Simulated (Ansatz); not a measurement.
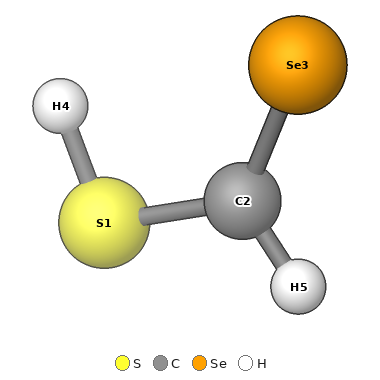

The system is CH₂SSe, SMILES SC=[Se]; the picture shows the reference structure. The first coordinate is: bond length S1–C2; the second: bond length C2–H5. Nothing is relaxed (all other coordinates rigid). The scan uses a 9 × 9 grid. Points are written as (first, second). All energies are given in kJ/mol relative to the relaxed molecule at the same level. The restricted reference is unstable at some or all points, so the energies there are unreliable. Level of theory: RHF-MP2, frozen core/def2-TZVP (Ansatz 0.2.0).

Its coordinates:

```csv
atom,x (Å),y (Å),z (Å)
S,-1.2758,0.3963,-0.1500
C,0.1869,-0.3487,0.3644
Se,1.8130,-0.1461,-0.2782
H,-0.7273,1.1201,-1.1390
H,0.0032,-1.0216,1.2028
```

Range: bond length S1–C2 from 1.479 to 2.408 Å; bond length C2–H5 from 0.916 to 1.418 Å.

> What will the energy surface look like?

The lowest grid point is at (1.712 Å, 1.104 Å), 0.36 kJ/mol from the relaxed molecule at the same level. It is the only kind of minimum in the scanned range. The highest grid point, (2.408 Å, 1.418 Å), lies 293 kJ/mol above the lowest. Round the minimum the two coordinates are nearly uncoupled.

| bond length C2–H5 ↓, bond length S1–C2 → | 1.479 | 1.595 | 1.712 | 1.828 | 1.944 | 2.060 | 2.176 | 2.292 | 2.408 |
| --- | --- | --- | --- | --- | --- | --- | --- | --- | --- |
| 1.418 | 199 | 118 | 97 | 111 | 141 | 179 | 219 | 257 | 293 |
| 1.355 | 173 | 91 | 70 | 83 | 113 | 151 | 191 | 229 | 265 |
| 1.292 | 149 | 67 | 46 | 58 | 88 | 125 | 165 | 203 | 239 |
| 1.230 | 129 | 46 | 24 | 36 | 66 | 103 | 143 | 181 | 217 |
| 1.167 | 115 | 31 | 8 | 20 | 49 | 86 | 126 | 164 | 200 |
| 1.104 | 108 | 23 | 0 | 12 | 41 | 77 | 117 | 156 | 192 |
| 1.042 | 113 | 28 | 4 | 15 | 44 | 81 | 120 | 159 | 195 |
| 0.979 | 135 | 49 | 25 | 36 | 65 | 101 | 141 | 180 | 216 |
| 0.916 | 181 | 95 | 71 | 82 | 110 | 147 | 186 | 225 | 262 |

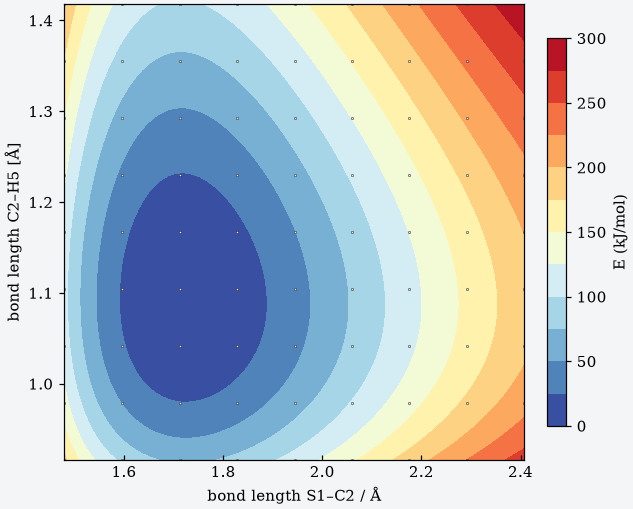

Drawn: filled contours, dots at the grid points. Between grid points the surface is interpolated.

The whole map (81 points run) took 11 min on 1 thread of Arm Neoverse V1 (shared host).
